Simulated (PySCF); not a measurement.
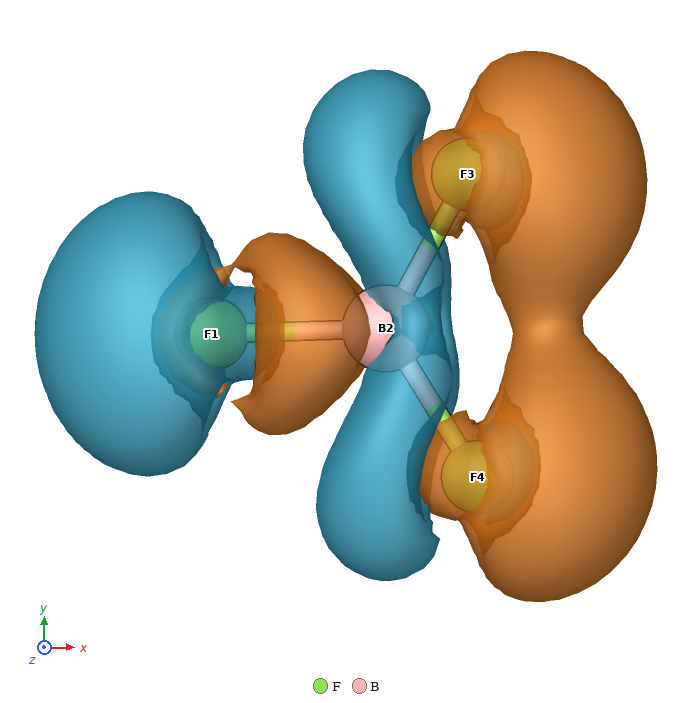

BF₃, SMILES `FB(F)F`. Change of the electron density in a uniform field of 0.51 V/Å, surfaces at ±0.002 e/Å³ (light blue: gain, orange: loss).

Computed with PySCF, BP86/def2-SVPD, geometry: GFN2-xTB. No frequency check shows the geometry to be a minimum.

Q: Along which Cartesian direction does the field point?

A: Along +x: electrons gather on the −x side, against the field.

Q: What dipole is induced, and what polarisability does it imply?

A: The induced dipole is 0.46 D (along the field); α along this axis, from the fields in both directions, is 18 bohr³ (2.7 Å³).

Q: Which atoms gain and lose the most charge?

A: Electrons gather most on F1 (Hirshfeld charge changes by −0.021 e) and leave F4 most (+0.011 e); 0.051 electrons are displaced in all.

Run time: 15 s on 1 thread of Intel(R) Xeon(R) Platinum 8488C (Sapphire Rapids), with other jobs on the host, peak memory 0.31 GiB.
